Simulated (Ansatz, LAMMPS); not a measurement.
# Glassy 63SiO2-9CaO-11ZnO-11SrO-6Sc2O3 (mol %) (98 atoms): a short ab initio trajectory, part 2 of 2

Aim: follow glassy 63SiO2-9CaO-11ZnO-11SrO-6Sc2O3 (mol %) (98 atoms) for a short time with forces from DFT, then look at structure and electrons in the last frame.

Ansatz 0.2.0; Kohn-Sham DFT, PBE, PAW (set soft_2), plane waves.

The cell: 22 Si, 3 Ca, 4 Zn, 4 Sr, 4 Sc and 61 O. The quench rate of 25 K/ps far exceeds what a furnace or splat quench reaches. The starting topology of bonds comes from the classical model. The Brillouin zone is sampled at Γ only, in a cell whose shortest periodic width is 11 Å.

So far, density (g/cm³): step 4 (structure statistics late in the run) 3.07.

## (5) Single point at the last frame

The last frame is solved again with fuller output, to read the electronic structure of a thermally displaced geometry.

Input file input.yaml:

```yaml
crystal:
  lattice:
    - [11.06175, 0.0, 0.0]
    - [0.0, 11.06175, 0.0]
    - [0.0, 0.0, 11.06175]
  atoms:
    - { symbol: Si, position: [0.86047, 0.26521, 0.97756] }
    - { symbol: Si, position: [0.67169, 0.16417, 0.61202] }
    - { symbol: Si, position: [0.38788, 0.53133, 0.39883] }
    - { symbol: Si, position: [0.82179, 0.93816, 0.70522] }
    [... 88 atom lines left out ...]
    - { symbol: O, position: [0.84799, 0.41554, 0.68978] }
    - { symbol: O, position: [0.31772, 0.08181, 0.01771] }
    - { symbol: O, position: [0.99238, 0.25431, 0.62278] }
    - { symbol: O, position: [0.88222, 0.63751, 0.64259] }
    - { symbol: O, position: [0.47252, 0.71862, 0.23609] }
    - { symbol: O, position: [0.67986, 0.72012, 0.00612] }
kpoints:
  mp_grid: { grid: [1, 1, 1] }
hamiltonian:
  xc: pbe
scf:
  occupations: { method: fermi_dirac, width: 0.05 }
output:
  forces: true
  stress: true
  populations: true
  dos:
    method: { smearing: { sigma: 0.15 } }
    de: 0.1
    projected: { site_lists: { Ca: [Ca], O: [O], Sc: [Sc], Si: [Si], Sr: [Sr] } }
  eigenvalues: true
  write_density: true
  write_potential: true
  volumetric_format: npy
  elf: true
```

Run with:

```bash
$ ansatz run input.yaml --threads 4 --pin off --max-ram 8192MiB --backend cpu --events-out ev --progress --plain --runs-dir out
```

The job ended after 23 s (4 threads of Arm Neoverse V2, shared host; peak memory 1.9 GiB; 89 s of CPU time).

The run gave:

```yaml
free_energy: -90159.1801 eV
free_energy_per_atom: -919.9916 eV/atom
scf_cycles: 10
pressure: -0.8737 GPa
r_m_s_force_component: 0.9128 eV/Å
longest_force: 3.968 eV/Å
fermi_energy: 6.657 eV
spacing_of_highest_filled_and_lowest_empty_level: 2.49 eV
spilling_of_the_projection: 0.01184
```

Neighbours are counted within 2.16 Å (O-Si), 2.76 Å (O-Sc), 3.43 Å (O-Sr), 2.48 Å (O-Zn), 3.18 Å (O-Ca), the cutoffs taken from the dynamics.

Length of the force by element and coordination:

```csv
element,coordination,atoms,mean length of the force (eV/Å),spread,least,most
Ca,all,3,0.973,0.264,0.683,1.32
Ca,6,1,0.683,0,0.683,0.683
Ca,7,2,1.12,0.204,0.914,1.32
O,all,61,1.22,0.628,0.308,2.93
O,2,22,1.35,0.577,0.308,2.77
O,3,28,1.22,0.693,0.441,2.93
O,4,11,0.948,0.436,0.579,1.97
Sc,all,4,1.10,0.375,0.709,1.59
Sc,4,1,0.768,0,0.768,0.768
Sc,5,2,1.15,0.438,0.709,1.59
Sc,6,1,1.35,0,1.35,1.35
Si,all,22,2.18,0.787,0.928,3.97
Sr,all,4,0.419,0.144,0.321,0.667
Sr,6,1,0.368,0,0.368,0.368
Sr,7,2,0.494,0.173,0.321,0.667
Sr,8,1,0.321,0,0.321,0.321
Zn,all,4,0.817,0.273,0.493,1.20
Zn,3,1,0.940,0,0.940,0.940
Zn,4,2,0.845,0.352,0.493,1.20
Zn,5,1,0.636,0,0.636,0.636
```

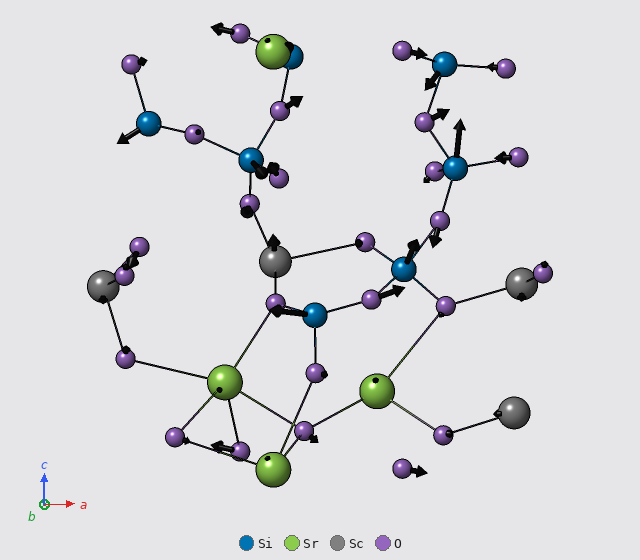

Forces as arrows; the longest in the cell is 3.97 eV/Å. Drawn is a slice 4 Å thick, seen along the normal of the ac plane. Bonds to atoms that aren't drawn are left out.

Löwdin charges by element and coordination (they lack the spilled electrons, 0.074 e an atom on average):

```csv
element,coordination,atoms,mean charge (e),spread,least,most
Ca,all,3,1.77,0.0063,1.76,1.77
Ca,6,1,1.76,0,1.76,1.76
Ca,7,2,1.77,0.0066,1.76,1.77
O,all,61,-0.867,0.0982,-1.27,-0.745
O,2,22,-0.804,0.0596,-1.01,-0.745
O,3,28,-0.893,0.101,-1.27,-0.795
O,4,11,-0.926,0.085,-1.05,-0.826
Sc,all,4,1.28,0.0076,1.26,1.28
Sc,4,1,1.28,0,1.28,1.28
Sc,5,2,1.27,0.0074,1.26,1.28
Sc,6,1,1.28,0,1.28,1.28
Si,all,22,1.67,0.0411,1.58,1.73
Sr,all,4,1.78,0.0094,1.77,1.80
Sr,6,1,1.79,0,1.79,1.79
Sr,7,2,1.79,0.0094,1.78,1.80
Sr,8,1,1.77,0,1.77,1.77
Zn,all,4,1.48,0.0154,1.46,1.50
Zn,3,1,1.46,0,1.46,1.46
Zn,4,2,1.49,0.0112,1.48,1.50
Zn,5,1,1.48,0,1.48,1.48
```

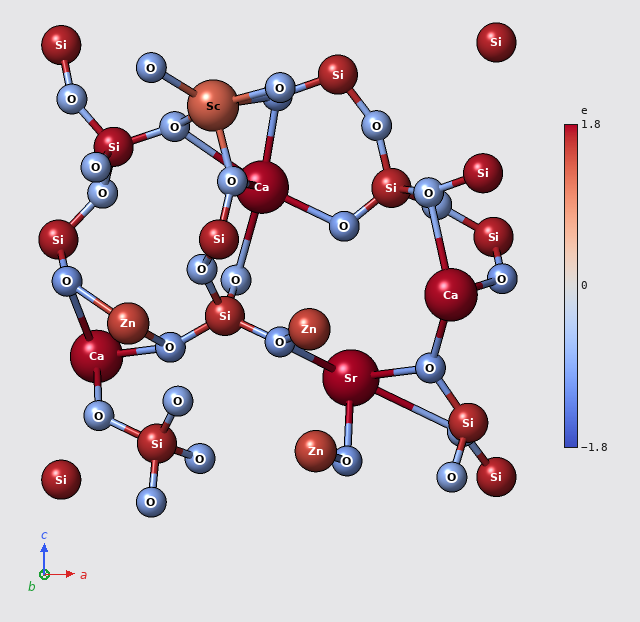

Atoms coloured by Löwdin charge. Drawn is a slice 4 Å thick, seen along the normal of the ac plane. Bonds to atoms that aren't drawn are left out.

States in the cell by windows of 1 eV, zero at the Fermi level; the larger projections on atomic orbitals stand beside the total:

```csv
from (eV),to (eV),total,O p,Si p,Sc d
-14,-12,0.0,0.0,0.0,0.0
-12,-11,7.2,4.7,0.4,0.0
-11,-10,12.8,8.5,0.9,0.0
-10,-9,13.9,9.5,1.4,0.0
-9,-8,22.0,14.9,3.3,0.1
-8,-7,46.6,23.8,4.0,0.4
-7,-6,58.8,35.4,4.0,0.9
-6,-5,61.4,50.1,3.0,1.0
-5,-4,71.3,63.3,1.8,1.5
-4,-3,78.7,72.3,1.2,0.8
-3,-2,29.1,27.0,0.3,0.2
-2,-1,4.2,3.9,0.1,0.0
-1,1,0.0,0.0,0.0,0.0
1,2,5.5,0.4,0.1,2.8
2,3,30.3,2.8,1.2,18.3
3,4,27.9,2.8,2.5,6.8
4,5,41.3,3.4,6.2,3.0
```

Between -26 and -14 eV lie 164 more states.

About 46 of the 616 electrons lie in deeper levels, below the stored range.

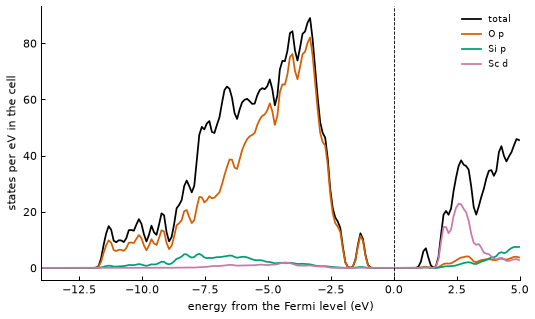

Total and projected density of states, with the broadening of the input.

Not all projections were asked for or kept, so they needn't add up to the total.

The levels nearest the highest filled one (over half full), pooled over k-points and spins:

```csv
level less the highest filled one (eV),occupation
-1.17,2
-1.11,2
-0.948,2
-0.868,2
-0.121,2
0,2
2.49,0
3.17,0
3.24,0
3.33,0
3.44,0
3.58,0
```

Mean Löwdin charges: Ca +1.77, O -0.87, Sc +1.28, Si +1.67, Sr +1.78, Zn +1.48 e (they miss 1.2 % of the electrons, so they add up to more than the cell's charge). The largest share in the top eV of filled states is O p (97 % of the projected weight), and in the lowest eV of empty states Sc d (66 % of the projected weight).

## (6) What came out

```json
{
 "mean temperature, second half": "341.7 K",
 "temperature swing, second half": "29.73 K",
 "slope of the conserved energy against time, by least squares": "0.0023 meV/atom/ps",
 "free energy per atom": "-919.9916 eV/atom",
 "pressure": "-0.8737 GPa",
 "r.m.s. force component": "0.9128 eV/Å",
 "gap (highest filled to lowest empty level)": "2.49 eV",
 "wall time of the 3 DFT runs": "31 min"
}
```

**Reading.** Over the second half of 260 fs the temperature averages 342 K with swings of 30 K r.m.s. The conserved energy stays within 0.07 meV/atom. The count of bonds goes from 168 in the first frame to 172 in the last, by one set of cutoffs: 1 pairs passed out of them and 5 came within. The run spans 0.26 ps, too short for its means to be equilibrium values. By these cutoffs 67 % of Ca atoms have 7, 46 % of O atoms have 3, 50 % of Sc atoms have 5 and all Si atoms have 4 bonded neighbours. Counting bonds to Si alone, not to Sc and Zn, 48 % of the oxygens join two of these atoms and 49 % one; 3 % join none. Between filled and empty levels lie 2.49 eV (at Γ alone); a semilocal functional tends to put such gaps too low. In a disordered cell it changes from sample to sample, and tail or defect levels can set it.

Caveats: The network of bonds at the start is that of the classical potential that made the cell; in DFT 1 of its 168 bonded pairs passed out of the cutoffs and 5 came within them. The stress is far from hydrostatic: its diagonal is -2.0, 1.3, -1.9 GPa, compression counted positive. The pressure of a single frame lacks the kinetic term, about 0.34 GPa here.

[Logs are printed without paths, hosts, clocks, repeated set-up lines and the standing remarks that a program may print on its own settings, such as how far it seeks lower states.]

[Hosts, paths, dates, database ids (printed as entryN), source tags and the programs' standing remarks are cut or masked in the printed files.]
